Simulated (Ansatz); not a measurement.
# HS (SMILES [SH]): UMP2/cc-pVDZ

Aim: the energy change on altering one bond length of HS at UMP2/cc-pVDZ, from 2 runs. 

The results are computed with Ansatz 0.2.0.

55 further runs of the same task are left out: 2 that didn't finish, 53 set aside as unsound or not needed.

## 1. Starting point

The species is HS (2 atoms), meant as a doublet with charge 0. SMILES: `[SH]`. The coordinates come from a GFN2-xTB relaxation.

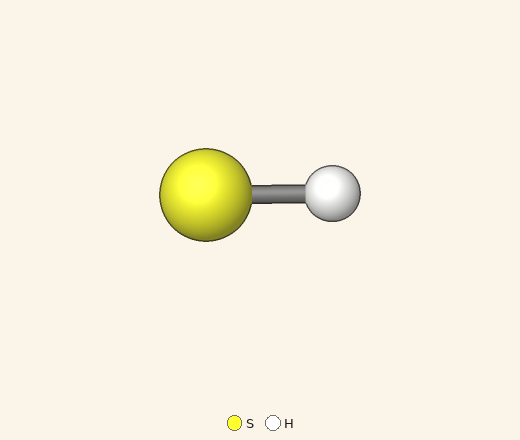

The structure, seen from a chosen angle (sulfur yellow, hydrogen white).

## 2. The energy at UMP2/cc-pVDZ

The input, in.yaml:

```yaml
crystal:
  periodic: [false, false, false]
  atoms:
    - symbol: S
      position_ang: [0.568010, -0.185670, 0.292090]
    - symbol: H
      position_ang: [-0.568010, 0.185670, -0.292090]
basis:
  gaussian:
    orbitals: cc-pVDZ
magnetization:
  spin_polarized: true
  initial_magnetization: 1
correlation:
  method: mp2
  frozen_orbitals: {H: 0, S: 5}
accuracy: high
```

Launch:

```bash
ansatz run in.yaml --threads 1 --pin off --max-ram 2610MiB --events-out events.jsonl --progress --plain --runs-dir runs
```

The log of the run:

```text
Warning: RAYON_NUM_THREADS=1 ignored (pool sized by the plan → 1); use --threads N
Functional definition: HF
  name "HF"
  exchange = exact_x
  correlation = 0
415 factors; integrals over basis functions are off by at most 3.0e-9 eV
mean field evaluation 1: about -10832.1943 eV, gradient 6.2e0 eV
mean field evaluation 2: about -10832.2000 eV, gradient 6.3e0 eV
mean field evaluation 4: about -10832.5454 eV, gradient 6.0e-1 eV
mean field evaluation 8: about -10832.5498 eV, gradient 1.6e-3 eV
mean field evaluation 16: about -10832.5498 eV, gradient 1.2e-8 eV
mean field evaluation 32: about -10832.5490 eV, gradient 2.9e-1 eV
mean field -10832.54982451 eV, -398.0888634848 hartree, gradient 1.2e-8 eV, S^2 0.758843; 2 other end points of the search recorded, 0 dependent functions left out
5 core orbitals not correlated: weight in the atoms' cores, before any rotation towards them, 1.000 or more for the frozen orbitals, at most 0.000 for the correlated occupied ones
reference -10832.54982451 eV, -398.0888634848 hartree; 4, 3 occupied and 14, 15 virtual orbitals, 415 factors
second order -3.04768587 eV of doubles, -0.00000000 eV of singles
Total energy: -10835.59751038 eV, -398.2008638747 hartree
```

It took 0.2 s on 1 thread of Arm Neoverse V2, shared host.

## 3. The distorted shape, same level

The input, run.yaml:

```yaml
crystal:
  periodic: [false, false, false]
  atoms:
    - {symbol: S, position_ang: [0.852035, -0.278512, 0.438145]}
    - {symbol: H, position_ang: [-0.568010, 0.185670, -0.292090]}
basis:
  gaussian: {orbitals: cc-pVDZ}
magnetization: {spin_polarized: true, initial_magnetization: 1}
correlation: {method: mp2, frozen_orbitals: {H: 0, S: 5}}
accuracy: high
```

Launch:

```bash
ansatz run run.yaml --threads 1 --pin off --max-ram 2610MiB --events-out events.jsonl --progress --plain --runs-dir runs
```

The log of the run, cut to the lines that bear on the results:

```text
Warning: RAYON_NUM_THREADS=1 ignored (pool sized by the plan → 1); use --threads N
Functional definition: HF
  name "HF"
[...]
412 factors; integrals over basis functions are off by at most 3.0e-9 eV
[...]
mean field -10831.65516114 eV, -398.0559852125 hartree, gradient 9.3e-8 eV, S^2 0.769853; 2 other end points of the search recorded, 0 dependent functions left out
5 core orbitals not correlated: weight in the atoms' cores, before any rotation towards them, 1.000 or more for the frozen orbitals, at most 0.000 for the correlated occupied ones
reference -10831.65516114 eV, -398.0559852125 hartree; 4, 3 occupied and 14, 15 virtual orbitals, 412 factors
second order -3.12912273 eV of doubles, -0.00000000 eV of singles
Total energy: -10834.78428387 eV, -398.1709783517 hartree
```

It took 0.2 s on 1 thread of Arm Neoverse V2, shared host.

## 4. What came out

At UMP2/cc-pVDZ, 5 core orbitals frozen:

| quantity | value |
| --- | --- |
| first shape: total energy | -398.20086 Eh |
| first shape: correlation energy (5 core orbitals frozen) | -112.0 mEh |
| first shape: ⟨S²⟩ of the reference determinant | 0.759 |
| distorted shape: total energy | -398.17098 Eh |
| distorted shape: correlation energy (5 core orbitals frozen) | -115.0 mEh |
| distorted shape: ⟨S²⟩ of the reference determinant | 0.770 |
| energy change with the S1–H2 bond stretched from 1.330 to 1.663 Å | 0.813 eV |

With the S1–H2 bond stretched from 1.330 to 1.663 Å the energy rises by 0.81 eV (18.8 kcal/mol). The first shape isn't relaxed at this level, so the change isn't measured from a minimum.
